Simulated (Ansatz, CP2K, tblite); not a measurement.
## H-capped GaAs nanowire along [112] (32 atoms): runs against a plane-wave reference

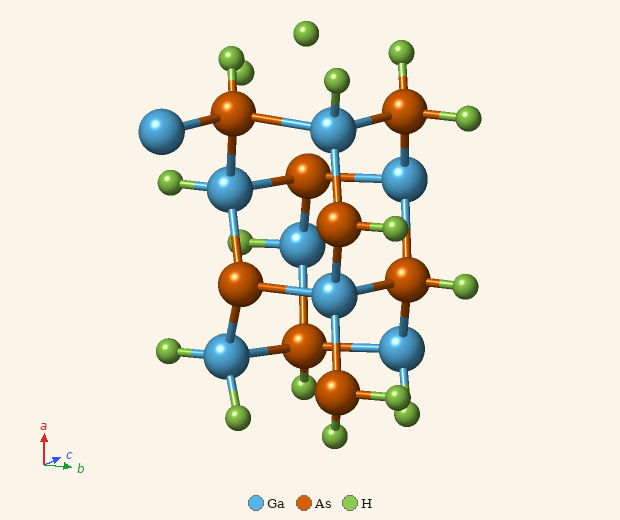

The cell (gallium blue, arsenic orange, hydrogen green). Bonds to atoms that aren't drawn are left out.

The cell holds 32 atoms: 8 Ga, 8 As and 16 H. Its edges and angles: a = 17.543 Å, b = 16.160 Å, c = 6.923 Å, α = 90.0°, β = 90.0°, γ = 90.0°. It derives from GaAs (zinc-blende). Square section of size parameter 3.53 Å cut from zinc-blende GaAs (a = 5.653 Å) along [112], 1 period, broken bonds capped with H, 9 Å of vacuum. Then every atom was moved at random, 0.05 Å r.m.s. a Cartesian component (hydrogen 0.6 of that). Regions: wire, 16 atoms (8 Ga and 8 As); hydrogen, 16 atoms (16 H). Vacuum lies along a and b. The structure repeats along c.

Geometry: as built.

The reference, a calculation:

| Item | Value |
| --- | --- |
| method | Kohn-Sham DFT, PBE, PAW, plane waves (Ansatz 0.2.0); cutoff 420 eV, Γ point, fermi-dirac smearing of 0.05 eV; PAW set soft_2 |
| r.m.s. force component | 0.9996 eV/Å |
| longest force | 3.997 eV/Å |
| gap (highest filled to lowest empty level) | 2.032 eV |
| SCF cycles | 9 |
| time | 12 s on 4 threads of Arm Neoverse V1, shared host |
| CPU time | 36 s |

Runs, in no order:
A. CP2K PBE, DZVP-UZH, 560/60 Ry, diagonalisation: Kohn-Sham DFT, PBE, GTH-PBE pseudopotentials, Gaussian and plane waves, DZVP-MOLOPT (UZH set), diagonalisation
B. CP2K PBE, TZV2P-MOLOPT (SR for Ga, As), 800/60 Ry, diagonalisation: Kohn-Sham DFT, PBE, GTH-PBE pseudopotentials, Gaussian and plane waves, TZV2P-MOLOPT-GTH, diagonalisation
C. tblite GFN1-xTB: GFN1-xTB tight binding, diagonalisation
D. CP2K PBEsol, PBE potentials, DZVP-UZH, 800/60 Ry, diagonalisation: Kohn-Sham DFT, PBEsol, GTH-PBE pseudopotentials, Gaussian and plane waves, DZVP-MOLOPT (UZH set), diagonalisation

**Question.** Rank the runs by how far their forces lie from the reference's, least first.

B, A, D, C.

| run | Δ force, r.m.s. (meV/Å) | share of r.m.s. force (%) | CPU time |
| --- | --- | --- | --- |
| B. CP2K PBE, TZV2P-MOLOPT (SR for Ga, As), 800/60 Ry, diagonalisation | 29.7 | 2.97 | 8.6 min |
| A. CP2K PBE, DZVP-UZH, 560/60 Ry, diagonalisation | 58.5 | 5.86 | 4.3 min |
| D. CP2K PBEsol, PBE potentials, DZVP-UZH, 800/60 Ry, diagonalisation | 101 | 10.1 | 6.2 min |
| C. tblite GFN1-xTB | 300 | 30.0 | 1 s |

Periodic xTB results under one method name differ between programs and library versions. Caps of real hydrogen don't mimic the fractional bonds of a polar compound, so surface states and strained caps may belong to the model. The electronic-structure runs sample only Γ, in a cell whose periodic width is 7 Å.

[Hosts, paths, dates, database ids (printed as entryN), source tags and the programs' standing remarks are cut or masked in the printed files.]
